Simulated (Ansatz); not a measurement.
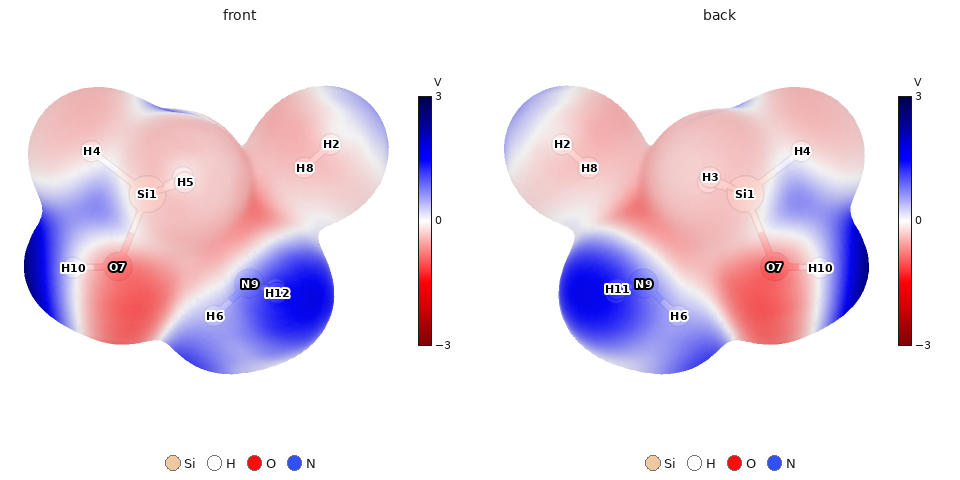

H$_{4}$OSi···H$_{2}$···NH$_{3}$. The molecular electrostatic potential painted on the density surface at 0.002 e/bohr³, seen from the front and from behind; red is negative and blue positive.

The product side of a reaction path; geometry: PBE0-D4/def2-TZVP.

Computed with Ansatz, RKS PBE0-D4/def2-TZVPP.

```xyz
12

Si   -1.3225    0.0225   -0.4670
H     2.2842    0.2872   -2.2483
H    -0.5980   -1.1348   -1.0398
H    -2.6699    0.0649   -1.1213
H    -0.6468    1.3019   -0.7813
H     0.5853   -0.1785    1.7855
O    -1.6299   -0.1560    1.1589
H     1.8345    0.2136   -1.6552
N     1.1787   -0.0795    0.9705
H    -2.5630   -0.1977    1.3705
H     1.7904   -0.8846    0.9272
H     1.7570    0.7410    1.1003
```

Q: Which sites attract a positive test charge, and which a negative one?

A: A positive charge is drawn to the negative regions and a negative charge to the positive ones. The most negative region (about −1.0 V, or −23 kcal/mol for a unit charge) lies over O7, the most positive (about +2.5 V, or +58 kcal/mol for a unit charge) over H10.
